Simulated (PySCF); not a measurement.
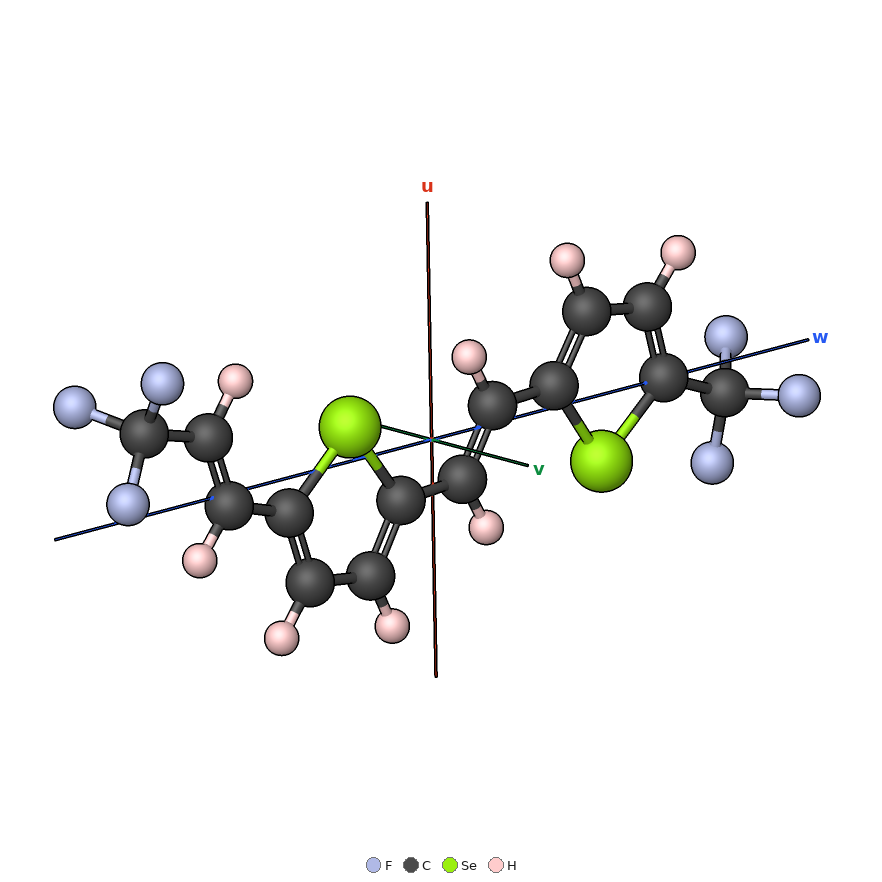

The lines u, v and w are the principal axes of the static dipole polarisability. The computed structure is the end point of a GFN2-xTB optimisation. No frequency run is at hand to confirm it as a minimum. Method: B3LYP/def2-SVP (PySCF 2.14.0).

> Along which axis is the molecule most polarisable, and along which least?

Most along w, least along v.

> Give the three principal values.

u 200.6, v 92.4, w 486.5 bohr³; mean 259.8, anisotropy 352.7 bohr³.

The geometry is semi-empirical. Around Se such bond lengths and angles can be off by a tenth of an ångström or more and by several degrees, and values that hang on the shape move with them.
